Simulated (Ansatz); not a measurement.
# (YN)2(CdO)2 [001] superlattice, started as rocksalt type: phonons and vibrational spectra

The cell of (YN)2(CdO)2 [001] superlattice, started as rocksalt type is at rest. What are its phonons?

Main program and level: Ansatz 0.2.0; DFT PBEsol, scalar-relativistic, plane waves, PAW.

The structure was built from a prototype and need not be the compound's stable phase.

## (1) The structure

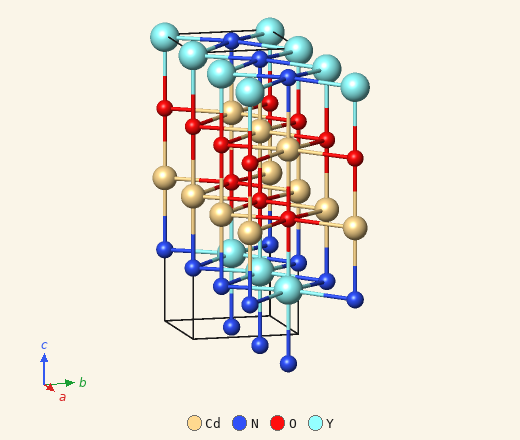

The cell as given, slightly off an axis (cadmium orange, nitrogen blue, oxygen red, yttrium teal). 3×1×1 cells are drawn. Some periodic images of atoms are drawn too.

Coordinates:

```cif
data_structure
_symmetry_space_group_name_H-M 'P 1'
_symmetry_Int_Tables_number 1
_cell_length_a 3.4427
_cell_length_b 3.4427
_cell_length_c 9.1868
_cell_angle_alpha 90.000
_cell_angle_beta 90.000
_cell_angle_gamma 90.000
_cell_volume 108.88
loop_
_atom_site_label
_atom_site_type_symbol
_atom_site_fract_x
_atom_site_fract_y
_atom_site_fract_z
_atom_site_occupancy
Cd1 Cd 0.00000 0.00000 0.49943 1
Cd2 Cd 0.50000 0.50000 0.75057 1
N3 N 0.50000 0.50000 0.00147 1
N4 N 0.00000 0.00000 0.24853 1
O5 O 0.50000 0.50000 0.50727 1
O6 O 0.00000 0.00000 0.74273 1
Y7 Y 0.00000 0.00000 0.99103 1
Y8 Y 0.50000 0.50000 0.25897 1
```

## (2) Modes at Γ

The cell comes from relaxations at this level that are not shown. The zone centre is the only wavevector solved here; it holds the modes that light can see, as far as symmetry allows. The response to a homogeneous field gives the Born charges and the dielectric tensor, and its change with displacement the Raman tensors.

File input.yaml:

```yaml
crystal:
  lattice:
    - [2.434360346, 2.434360346, 0.0]
    - [-2.434360346, 2.434360346, 0.0]
    - [0.0, 0.0, 9.1867907653]
  atoms:
    - { symbol: Cd, position: [0.0, 0.0, 0.4994300625] }
    - { symbol: Cd, position: [0.5, 0.5, 0.7505699375] }
    - { symbol: "N", position: [0.5, 0.5, 0.0014708715] }
    - { symbol: "N", position: [0.0, 0.0, 0.2485291285] }
    - { symbol: O, position: [0.5, 0.5, 0.5072742321] }
    - { symbol: O, position: [0.0, 0.0, 0.7427257679] }
    - { symbol: "Y", position: [0.0, 0.0, -0.0089702047] }
    - { symbol: "Y", position: [0.5, 0.5, 0.2589702047] }
kpoints:
  mp_grid: { grid: [8, 8, 4] }
hamiltonian:
  xc: pbesol
scf:
  occupations: { method: fixed }
output:
  eigenvalues: true
phonons:
  method: dfpt
  dielectric: true
  rigid_motions: translations
  raman: true
```

Started as:

```
$ ansatz run input.yaml --threads 8 --pin off --max-ram 14336MiB --backend cpu --events-out ev --progress --plain --runs-dir out
```

Numbers of over 12 decimals in the logs are rounded to 6 here.

Log:

```text
Engine: ansatz 0.2.0, x86_64-unknown-linux-gnu
Pseudopotentials: kind: paw
Pseudopotential: Cd, paw, valence charge 20, recommended cutoff 420 eV (normal), Cd.paw.azcp
Pseudopotential: N, paw, valence charge 5, recommended cutoff 420 eV (normal), N.paw.azcp
Pseudopotential: O, paw, valence charge 6, recommended cutoff 420 eV (normal), O.paw.azcp
Pseudopotential: Y, paw, valence charge 11, recommended cutoff 420 eV (normal), Y.paw.azcp
Functional definition: PBEsol
  exchange = pbesol_x
  correlation = pbesol_c
Crystal: 8 atoms, lattice volume = 108.884 Å³
Basis set: ecut = 420 eV, 2123 PW (Γ), exchange–correlation on 48×48×128 points (8 copies of the dense FFT grid, shifted against one another)
Bands: 51, of which v1, the nominal top of the filled ones, is band 42 counted from 1 (41 counted from 0)
Symmetry: 16 space group operations
k-points: 78 of 256 (irreducible under 2 space group operations, time reversal used)
Non-local potential: Cd, projectors of the file, l = 0: 3, l = 1: 2, l = 2: 2, l = 3: 1
Non-local potential: N, projectors of the file, l = 0: 2, l = 1: 2, l = 2: 1
Non-local potential: O, projectors of the file, l = 0: 2, l = 1: 2, l = 2: 1
Non-local potential: Y, projectors of the file, l = 0: 3, l = 1: 2, l = 2: 2, l = 3: 1
PAW form: soft (Blöchl's): semilocal exchange-correlation on the pseudo side does not see the compensation charge
PAW frozen core: Cd, regenerated for the run's functional, and the local potential with it (the file was generated under x = pbe(κ = 0.804, μ = 0.219515), c = pbe(β = 0.066725))
PAW frozen core: N, regenerated for the run's functional, and the local potential with it (the file was generated under x = pbe(κ = 0.804, μ = 0.219515), c = pbe(β = 0.066725))
PAW frozen core: O, regenerated for the run's functional, and the local potential with it (the file was generated under x = pbe(κ = 0.804, μ = 0.219515), c = pbe(β = 0.066725))
PAW frozen core: Y, regenerated for the run's functional, and the local potential with it (the file was generated under x = pbe(κ = 0.804, μ = 0.219515), c = pbe(β = 0.066725))
PAW one-centre angular grid: Cd, 590 points (default); XC on 64 Gauss nodes
PAW one-centre angular grid: N, 110 points (default); XC on 64 Gauss nodes
PAW one-centre angular grid: O, 110 points (default); XC on 64 Gauss nodes
PAW one-centre angular grid: Y, 590 points (default); XC on 64 Gauss nodes
Initial density: superposition of atomic densities (neutral atoms: chi_scale 0, normalization atom), corrected by the library's trained network
Initial wavefunctions: pseudopotential atomic-orbital guess
Functional: x = pbesol(κ = 0.804, μ = 0.123457), c = pbesol(β = 0.046)
SCF iter   1: F=—  HF=-25843.925143 eV  |F-HF|=—  |Δ(HF+E_count)|=         —  Δρ=1.47e-2  dr2=2.29e-1  ethr=1.77e-3  ⟨swp⟩=4.9  Hψ=11822  notcnv=0  defer=533
preconditioner: auto → Resta (q_TF=auto, 2.613 Å⁻¹)  ε∞=5.3  [insulator: Δε(μ)=0.552 eV  Ē_g=13.758 eV  n_scr=30 (ndim 8)  ℏωp=28.5 eV  f_vac=0.000  ε∞_Penn≈5.3]
SCF iter   2: F=—  HF=-25843.872515 eV  |F-HF|=—  |Δ(HF+E_count)|=   5.26e-2  Δρ=3.37e-3  dr2=7.93e-3  ethr=2.72e-4  ⟨swp⟩=2.0  Hψ=6769  notcnv=0  defer=542
SCF iter   3: F=—  HF=-25843.870927 eV  |F-HF|=—  |Δ(HF+E_count)|=   1.59e-3  Δρ=1.29e-3  dr2=1.58e-3  ethr=9.45e-6  ⟨swp⟩=2.0  Hψ=5886  notcnv=0  defer=546
SCF iter   4: F=—  HF=-25843.870713 eV  |F-HF|=—  |Δ(HF+E_count)|=   2.14e-4  Δρ=6.01e-4  dr2=3.80e-4  ethr=1.88e-6  ⟨swp⟩=2.1  Hψ=4836  notcnv=0  defer=509
SCF iter   5: F=—  HF=-25843.870658 eV  |F-HF|=—  |Δ(HF+E_count)|=   5.41e-5  Δρ=1.87e-4  dr2=3.85e-5  ethr=4.53e-7  ⟨swp⟩=2.0  Hψ=5610  notcnv=0  defer=280
SCF iter   6: F=—  HF=-25843.870654 eV  |F-HF|=—  |Δ(HF+E_count)|=   4.11e-6  Δρ=5.93e-5  dr2=2.68e-6  ethr=4.59e-8  ⟨swp⟩=2.0  Hψ=4585  notcnv=0  defer=249
SCF iter   7: F=—  HF=-25843.870657 eV  |F-HF|=—  |Δ(HF+E_count)|=   2.43e-6  Δρ=9.41e-6  dr2=6.40e-8  ethr=3.19e-9  ⟨swp⟩=2.0  Hψ=4890  notcnv=0  defer=248
SCF iter   8: F=—  HF=-25843.870657 eV  |F-HF|=—  |Δ(HF+E_count)|=   6.16e-8  Δρ=1.48e-6  dr2=1.69e-9  ethr=7.62e-11  ⟨swp⟩=2.2  Hψ=5550  notcnv=0  defer=248
SCF iter   9: F=-25843.870657 eV  HF=-25843.870657 eV  |F-HF|=1.82e-11  |Δ(HF+E_count)|=   1.07e-9  Δρ=3.18e-7  dr2=9.35e-11  ethr=1.00e-12  ⟨swp⟩=11.2  Hψ=23529  notcnv=0
SCF 1 converged in 9 iterations: F = -25843.870657 eV  dr2 = 9.35e-11
  greatest PAW one-centre occupation: 1.000 electrons in one spin orbital (limit 2), on the Cd atom at site 1 (counted from 0), in its partial waves of l = 0
DFPT response loops at Γ: preconditioner auto → Resta (q_TF=auto, 2.613 Å⁻¹)  ε∞=9.2 (no band partly filled); β = 1.00, the filter's whole step (`scf.mixing.beta` (0.50) is not read by the response loops at its default; to damp them type it under 1.00, their step now; it binds the ground state too); Broyden in place of MSR1
── the response to a field inside a basis, on 18×18×8 k-points: an SCF that follows is theirs, and a resumed run solves both again ──
Bands: 43, of which v1, the nominal top of the filled ones, is band 42 counted from 1 (41 counted from 0)
k-points: 180
Initial density: handed on by an earlier stage of this run
Initial wavefunctions: pseudopotential atomic-orbital guess (no wavefunctions were taken with the density)
Eigensolver: Dense (180 Hₖ)
SCF iter   1: F=—  HF=-25843.655684 eV  |F-HF|=—  |Δ(HF+E_count)|=         —  Δρ=6.27e-4  dr2=1.21e-4  ethr=1.00e-1
preconditioner: auto → Resta (q_TF=auto, 2.613 Å⁻¹)  ε∞=7.0  [insulator: Δε(μ)=0.758 eV  Ē_g=11.640 eV  n_scr=30 (ndim 8)  ℏωp=28.5 eV  f_vac=0.000  ε∞_Penn≈7.0]
SCF iter   2: F=—  HF=-25843.655710 eV  |F-HF|=—  |Δ(HF+E_count)|=   2.62e-5  Δρ=3.13e-4  dr2=3.17e-5  ethr=1.44e-7
SCF iter   3: F=—  HF=-25843.655729 eV  |F-HF|=—  |Δ(HF+E_count)|=   1.88e-5  Δρ=1.20e-4  dr2=7.60e-6  ethr=3.77e-8
SCF iter   4: F=—  HF=-25843.655731 eV  |F-HF|=—  |Δ(HF+E_count)|=   1.42e-6  Δρ=3.37e-5  dr2=1.17e-6  ethr=9.05e-9
SCF iter   5: F=—  HF=-25843.655731 eV  |F-HF|=—  |Δ(HF+E_count)|=   8.90e-8  Δρ=1.09e-5  dr2=8.18e-8  ethr=1.39e-9
SCF iter   6: F=—  HF=-25843.655731 eV  |F-HF|=—  |Δ(HF+E_count)|=   3.75e-8  Δρ=4.88e-6  dr2=2.47e-8  ethr=9.73e-11
SCF iter   7: F=—  HF=-25843.655731 eV  |F-HF|=—  |Δ(HF+E_count)|=   3.86e-9  Δρ=1.04e-6  dr2=6.62e-10  ethr=2.94e-11
SCF iter   8: F=-25843.655731 eV  HF=-25843.655731 eV  |F-HF|=0.00e0  |Δ(HF+E_count)|=  4.80e-10  Δρ=1.30e-7  dr2=1.49e-11  ethr=1.00e-12
SCF 1 converged in 8 iterations: F = -25843.655731 eV  dr2 = 1.49e-11
  greatest PAW one-centre occupation: 1.000 electrons in one spin orbital (limit 2), on the Cd atom at site 0 (counted from 0), in its partial waves of l = 0
[...]
Γ frequencies (cm⁻¹): 0.00 0.00 0.00 86.54 86.54 91.47 91.47 136.72 136.72 170.36 179.25 179.25 187.23 211.57 235.76 235.76 269.46 269.46 288.39 288.39 354.54 484.01 536.44 538.15
  ε∞ (high-frequency dielectric tensor):
        7.835648     0.000000     0.000000
        0.000000     7.835648     0.000000
        0.000000     0.000000     7.435973
  ε⁰ (static dielectric tensor: ions relaxed, cell fixed):
       48.630522     0.000000     0.000000
        0.000000    48.630522    -0.000000
        0.000000    -0.000000    18.730734
  ε⁰ − ε∞ (ionic part):
       40.794874     0.000000     0.000000
        0.000000    40.794874    -0.000000
        0.000000    -0.000000    11.294761
  softest optical mode at Γ: 86.54 cm⁻¹; the repairs (sum rule, projections) moved no ω² at Γ by more than (3.17 cm⁻¹)²
  Born effective charges Z* (e; rows j = field, columns β = displacement):
    site 0:
         2.34219    0.00000    0.00000
         0.00000    2.34219   -0.00000
         0.00000   -0.00000    2.73294
    site 1:
         2.34219    0.00000    0.00000
         0.00000    2.34219    0.00000
         0.00000   -0.00000    2.73294
    site 2:
        -3.87696   -0.00000   -0.00000
        -0.00000   -3.87696    0.00000
         0.00000   -0.00000   -2.99119
    site 3:
        -3.87696    0.00000    0.00000
         0.00000   -3.87696    0.00000
         0.00000   -0.00000   -2.99119
    site 4:
        -2.55999   -0.00000    0.00000
        -0.00000   -2.55999    0.00000
        -0.00000    0.00000   -3.41965
    site 5:
        -2.55999   -0.00000    0.00000
        -0.00000   -2.55999   -0.00000
         0.00000   -0.00000   -3.41965
    site 6:
         4.09476    0.00000   -0.00000
         0.00000    4.09476   -0.00000
         0.00000   -0.00000    3.67791
    site 7:
         4.09476    0.00000    0.00000
         0.00000    4.09476    0.00000
         0.00000   -0.00000    3.67791
  Z* charge neutrality: 1.819e-2 e pre-enforcement
  solved inside a basis spanned on kpoints, on 18×18×8 k-points transformed towards the longest dipole, which do not settle them: ε∞ is read to err by 7.5e-2, Z* by 9.0e-2 e (field_mesh: kpoints solves on kpoints); Z* is corrected for what the basis lacks
  Raman tensors (in the event stream and the table raman_tensors.tsv): an entry may err by 3.0e-1 Å², one of the second-order susceptibility by 1.9e-17 pm/V (basis, points and sum rule); their sum over the sites missed zero by 8.882e-16 Å² ahead of its enforcement
  optical modes at Γ without the LO–TO term, one row a degenerate level:
      ω (cm⁻¹)  modes    IR ((D/Å)²/amu)  static Raman (Å⁴/amu)  depolarisation
         86.54      2             0.0000                 0.1492           0.750
         91.47      2             0.0900                 0.0000               —
        136.72      2             0.0000                 2.7809           0.750
        170.36      1             0.0000                25.8613           0.010
        179.25      2           113.5102                 0.0000               —
        187.23      1             0.0498                 0.0000               —
        211.57      1             0.0000                 2.1693           0.167
        235.76      2             0.0000                70.5086           0.750
        269.46      2            45.1369                 0.0000               —
        288.39      2             0.0000               110.0842           0.750
        354.54      1            71.5840                 0.0000               —
        484.01      1             0.0000               233.7641           0.143
        536.44      1             0.0000               917.2824           0.547
        538.15      1             1.6520                 0.0000               —
  optical modes at Γ + LO–TO along q̂ = [1.0000, 0.0000, 0.0000]:
      ω (cm⁻¹)  modes    IR ((D/Å)²/amu)  static Raman (Å⁴/amu)  depolarisation
         86.54      2             0.0000                 0.1492           0.750
         91.47      1             0.0450                 0.0000               —
         91.55      1             0.0007                 0.0000               —
        136.72      2             0.0000                 2.7809           0.750
        170.36      1             0.0000                25.8613           0.010
        179.25      1            56.7551                 0.0000               —
        187.23      1             0.0498                 0.0000               —
        211.57      1             0.0000                 2.1693           0.167
        235.76      2             0.0000                70.5086           0.750
        243.46      1             0.7847                 0.0000               —
        269.46      1            22.5685                 0.0000               —
        288.39      2             0.0000               110.0842           0.750
        354.54      1            71.5840                 0.0000               —
        484.01      1             0.0000               233.7641           0.143
        493.83      1            78.5832                 0.0000               —
        536.44      1             0.0000               917.2824           0.547
        538.15      1             1.6520                 0.0000               —
  optical modes at Γ + LO–TO along q̂ = [0.0000, 1.0000, 0.0000]:
      ω (cm⁻¹)  modes    IR ((D/Å)²/amu)  static Raman (Å⁴/amu)  depolarisation
         86.54      2             0.0000                 0.1492           0.750
         91.47      1             0.0450                 0.0000               —
         91.55      1             0.0007                 0.0000               —
        136.72      2             0.0000                 2.7809           0.750
        170.36      1             0.0000                25.8613           0.010
        179.25      1            56.7551                 0.0000               —
        187.23      1             0.0498                 0.0000               —
        211.57      1             0.0000                 2.1693           0.167
        235.76      2             0.0000                70.5086           0.750
        243.46      1             0.7847                 0.0000               —
        269.46      1            22.5685                 0.0000               —
        288.39      2             0.0000               110.0842           0.750
        354.54      1            71.5840                 0.0000               —
        484.01      1             0.0000               233.7641           0.143
        493.83      1            78.5832                 0.0000               —
        536.44      1             0.0000               917.2824           0.547
        538.15      1             1.6520                 0.0000               —
  optical modes at Γ + LO–TO along q̂ = [0.0000, 0.0000, 1.0000]:
      ω (cm⁻¹)  modes    IR ((D/Å)²/amu)  static Raman (Å⁴/amu)  depolarisation
         86.54      2             0.0000                 0.1492           0.750
         91.47      2             0.0900                 0.0000               —
        136.72      2             0.0000                 2.7809           0.750
        170.36      1             0.0000                25.8613           0.010
        179.25      2           113.5102                 0.0000               —
        187.34      1             0.0052                 0.0000               —
        211.57      1             0.0000                 2.1693           0.167
        235.76      2             0.0000                70.5086           0.750
        269.46      2            45.1369                 0.0000               —
        288.39      2             0.0000               110.0842           0.750
        484.01      1             0.0000               233.7641           0.143
        523.20      1            14.6572                 0.0000               —
        536.44      1             0.0000               917.2824           0.547
        578.42      1            58.6234                 0.0000               —
[key lines of the parts left out:]
SCF converged after 9 iterations
Free energy (F): -25843.870657 eV
Fermi energy:    12.700413 eV
```

Run time: 6.3 min. Hardware: 8 threads of AMD EPYC 9R45, shared host; peak memory 4.3 GiB.

The column dr2 measures how far the density is from self-consistency, as an energy; F and HF (Harris–Foulkes) agree once it is small.

This step gave:

```yaml
gap_on_the_k_mesh: 0.7107 eV
volume_per_atom: 13.61 Å³
sum_rule_residual_before_enforcement: 2.60e-4 eV/Å²
miss_of_the_charge_sum_rule: 0.01819 e
estimated_error_of_the_dielectric_tensor: 0.07537
estimated_error_of_the_born_charges: 0.09004 e
point_group: 4/mmm
highest_optical_mode_at_the_zone_centre_no_lo_to_term: 538.1 cm⁻¹
lowest_optical_zone_centre_mode: 86.54 cm⁻¹
mean_high_frequency_dielectric_constant: 7.702
largest_born_charge_third_of_the_trace: 3.956 e
mean_static_dielectric_constant: 38.66
top_of_the_zone_centre_spectrum_with_the_field: 578.4 cm⁻¹
```

Without the LO-TO term. Patterns of degenerate modes are one choice out of their space. Modes at Γ, with each element's share of the kinetic energy:

```csv
mode,frequency (cm⁻¹),symmetry,Cd %,N %,O %,Y %
1,0.0,acoustic,49,6,7,38
2,0.0,acoustic,49,6,7,38
3,0.0,acoustic,49,6,7,38
4,86.5,Eg,92,0,2,5
5,86.5,Eg,92,0,2,5
6,91.5,Eu,46,3,0,52
7,91.5,Eu,46,3,0,52
8,136.7,Eg,5,0,0,95
9,136.7,Eg,5,0,0,95
10,170.4,A1g,98,1,0,0
11,179.2,Eu,6,15,73,6
12,179.2,Eu,6,15,73,6
13,187.2,A2u,45,3,0,52
14,211.6,A1g,0,2,3,95
15,235.8,Eg,2,44,54,0
16,235.8,Eg,2,44,54,0
17,269.5,Eu,0,76,20,4
18,269.5,Eu,0,76,20,4
19,288.4,Eg,0,56,44,0
20,288.4,Eg,0,56,44,0
21,354.5,A2u,6,28,60,7
22,484.0,A1g,1,25,73,1
23,536.4,A1g,1,72,23,5
24,538.1,A2u,1,64,33,3
```

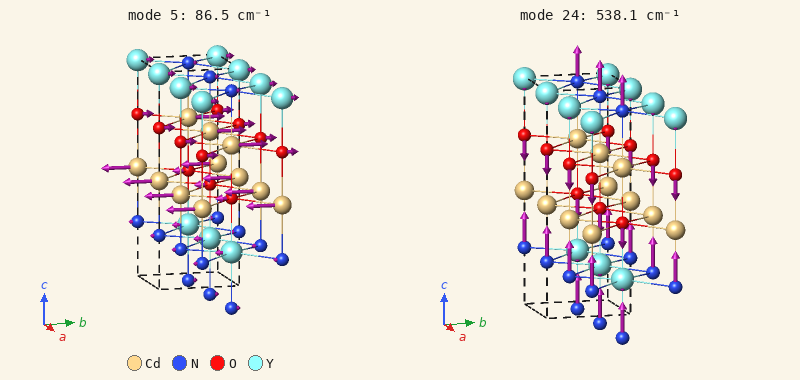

Displacement patterns of modes 5 and 24 at Γ; arrows are exaggerated. 3×1×1 cells are drawn. Some periodic images of atoms are drawn too.

High-frequency dielectric tensor, which the program warns is not settled by the k meshes in reach. Tensor:

```csv
,x,y,z
x,7.836,0,0
y,0,7.836,0
z,0,0,7.436
```

Static dielectric tensor, which the program warns is not settled by the k meshes in reach. Tensor:

```csv
,x,y,z
x,48.63,0,0
y,0,48.63,0
z,0,0,18.73
```

Optical modes at the zone centre, without and with the macroscopic field of the longitudinal modes; each column is sorted by frequency, so a row need not hold one and the same mode. Modes with and without the field, by row:

```csv
rank among optical modes,no field (cm⁻¹),"q along (1, 0, 0) (cm⁻¹)","q along (0, 0, 1) (cm⁻¹)"
1,86.5,86.5,86.5
2,86.5,86.5,86.5
3,91.5,91.5,91.5
4,91.5,91.5,91.5
5,136.7,136.7,136.7
6,136.7,136.7,136.7
7,170.4,170.4,170.4
8,179.2,179.2,179.2
9,179.2,187.2,179.2
10,187.2,211.6,187.3
11,211.6,235.8,211.6
12,235.8,235.8,235.8
13,235.8,243.5,235.8
14,269.5,269.5,269.5
15,269.5,288.4,269.5
16,288.4,288.4,288.4
17,288.4,354.5,288.4
18,354.5,484,484
19,484,493.8,523.2
20,536.4,536.4,536.4
21,538.1,538.1,578.4
```

Born charge (rows field, columns displacement) (e), principal values of the symmetric part by kind of site:

```csv
atom,atoms with these values,low,middle,high,mean
Cd1,2,2.34,2.34,2.73,2.47
N3,2,-3.88,-3.88,-2.99,-3.58
O5,2,-3.42,-2.56,-2.56,-2.85
Y7,2,3.68,4.09,4.09,3.96
```

In full for Cd1:

```
2.34 0.00 0.00
0.00 2.34 0.00
0.00 0.00 2.73
```

Transverse modes. Lines of the infrared spectrum (strongest = 100):

```csv
position (cm⁻¹),label,relative intensity
86,Eg,0.0
92,Eu,0.1
137,Eg,0.0
170,A1g,0.0
179,Eu,100
187,A2u,0.0
212,A1g,0.0
236,Eg,0.0
270,Eu,40
288,Eg,0.0
354,A2u,63
484,A1g,0.0
536,A1g,0.0
538,A2u,1.5
```

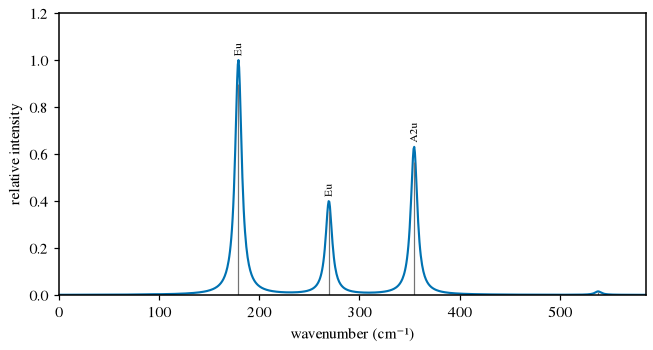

The infrared spectrum, broadened with Lorentzians of width 8 cm⁻¹; bars mark the lines.

(Part 1 of 2 ends here.)

[Logs are printed without paths, hosts, clocks, repeated set-up lines and the standing remarks that a program may print on its own settings, such as how far it seeks lower states.]

[Hosts, paths, dates, database ids (printed as entryN), source tags and the programs' standing remarks are cut or masked in the printed files.]
